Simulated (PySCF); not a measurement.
# C$_{3}$H$_{6}$ClO, charge −1, SMILES `[Cl-].CC(C)=O`: electronic structure

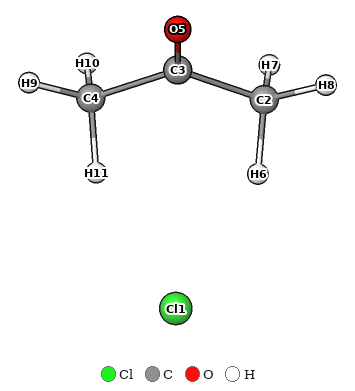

The molecule, with its atoms numbered as below. The pair's geometry is semi-empirical, so its contact may be too short or too long.

Geometry (Å), atoms numbered from 1:

```
Cl1     -2.3473    0.0008   -0.1838
C2       0.7296    1.2480    0.4407
C3       1.4231    0.0006   -0.0043
C4       0.7254   -1.2491    0.4406
O5       2.4304   -0.0011   -0.6852
H6      -0.3180    1.1650    0.1303
H7       0.7303    1.3126    1.5268
H8       1.1917    2.1358    0.0154
H9       1.1845   -2.1384    0.0153
H10      0.7259   -1.3137    1.5268
H11     -0.3219   -1.1626    0.1302
```

### 1. Bonding charge

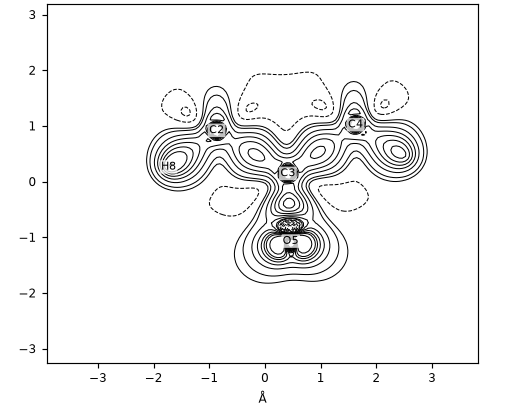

Deformation density (molecule less spherical, spin-averaged free atoms) in the plane of C2, C3, C4, O5 and H8; contours at ±0.05 to ±0.8 e/Å³; solid lines: gain, dashed lines: loss.

PySCF calculation, r2SCAN/6-31+G*, gas phase; geometry: GFN2-xTB.

**How much density has each bond in this plane gained at its critical point, relative to the free atoms?**

C2–H8: +0.60 e/Å³ at the bond critical point (bond length 1.09 Å). C3–O5: +0.55 e/Å³ at the bond critical point (bond length 1.22 Å). C2–C3 and C3–C4: +0.52 e/Å³ at the bond critical point (bond length 1.50 Å). In all, 2.9 electrons gather in the regions of gain relative to the promolecule of neutral atoms (this includes the anion's extra charge).

### 2. Bond critical points

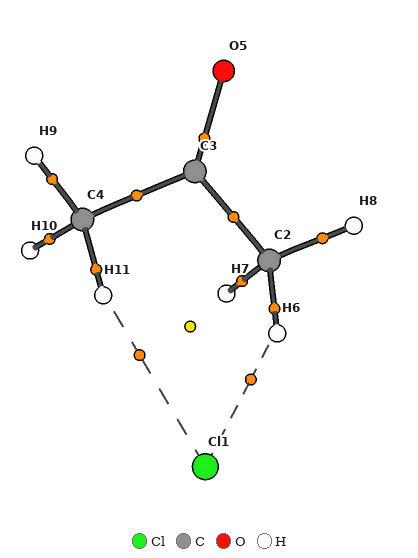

Molecular graph of the electron density (QTAIM): bond paths, bond critical points (orange), ring points (yellow, if any); weak paths are dashed.

**How many critical points of each kind are there, and does the count close?**

11 nuclei, 11 bond, 1 ring and 0 cage critical points: 11 − 11 + 1 − 0 = 1, as the Poincaré–Hopf relation requires.

**Tabulate density, Laplacian, ellipticity and energy density at the bond critical points (atomic units).**

```
             bond  length (Å)  ρ (a.u.)  ∇²ρ (a.u.)     ε  H (a.u.)
            C3–O5       1.216     0.398       +0.43  0.01    −0.658
  C2–H8 (2 alike)       1.087     0.270       −0.88  0.01    −0.263
 C4–H11 (2 alike)       1.096     0.267       −0.93  0.01    −0.268
 C4–H10 (2 alike)       1.088     0.266       −0.85  0.02    −0.258
  C2–C3 (2 alike)       1.495     0.265       −0.64  0.06    −0.227
Cl1–H11 (2 alike)       2.357     0.020       +0.06  0.02    +0.001
```

**What kind of interaction is Cl1–H11?**

Closed-shell (ionic, hydrogen-bonded or van der Waals): ρ = 0.020, ∇²ρ = +0.06, H = +0.001 a.u.

**Are there bond paths between atoms that aren't covalently bonded?**

Yes: Cl1–H11 and Cl1–H6 (2.36 Å, ρ = 0.020).

### 3. Local ionisation energy

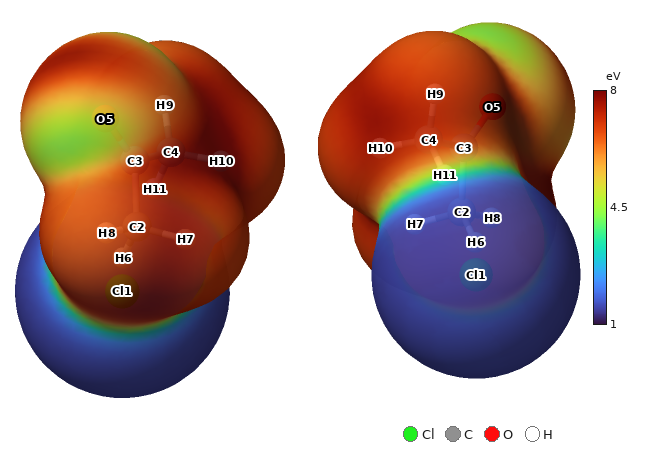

Average local ionisation energy on the surface of electron density 0.001 a.u. (back view left, front view right).

**Where are the most loosely bound electrons on this surface?**

The lowest value is 1.5 eV, 2.3 Å from Cl1. Further minima include 4.3 eV, 1.9 Å from O5, and at like points elsewhere; 6.8 eV, 1.4 Å from H10, and at like points elsewhere. For comparison, the highest occupied orbital lies at −0.9 eV.

### 4. Binding density

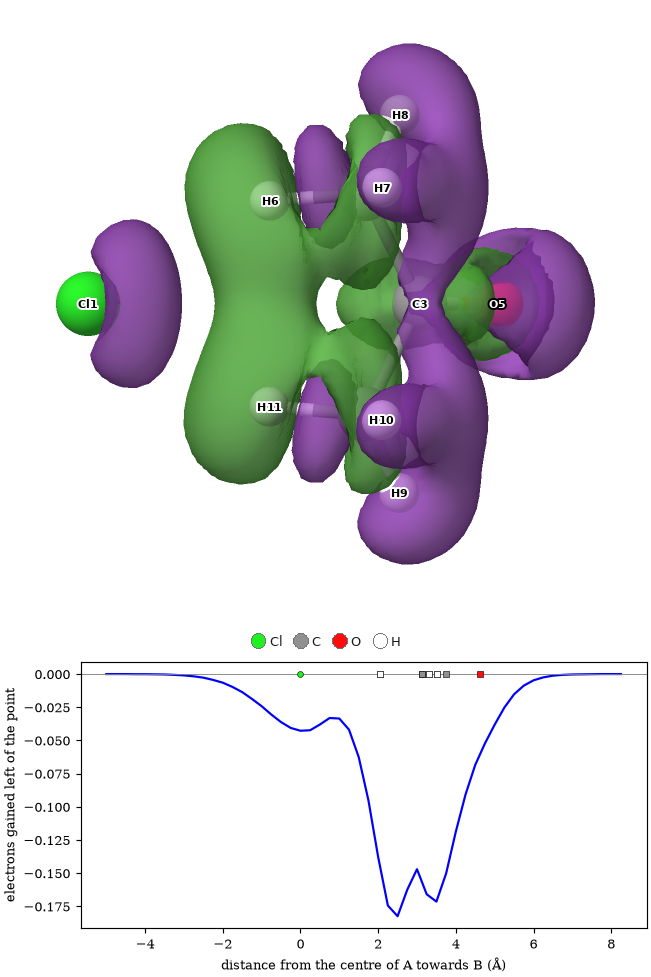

Density of the complex less the densities of the two fragments at the same geometry, ±0.006 e/Å³ (purple: gain, green: loss). Fragment A: Cl(−1) (atom 1); fragment B: H6C3O. Below: the charge-displacement curve along the line of centres (A on the left).

**How is the density rearranged on binding?**

Hirshfeld charges show 0.040 e passing from A to B. By Hirshfeld charges, electrons gather most on O5 (−0.053 e) and leave H6 and H11 alike most (+0.049 e); 0.30 e is displaced in all.

**What is the interaction energy, and which contacts carry it?**

The counterpoise-corrected interaction energy of the frozen fragments is −13.5 kcal/mol without dispersion correction and −14.0 kcal/mol with D3(BJ). The pair geometry is semi-empirical, not a minimum at this level. Contacts: Cl1···H11, weak C–H hydrogen bond, 2.36 Å, ρ = 0.020 a.u.; Cl1···H6, weak C–H hydrogen bond, 2.36 Å, ρ = 0.020 a.u. The pose is a local one from a semi-empirical search, not shown to be the most stable.
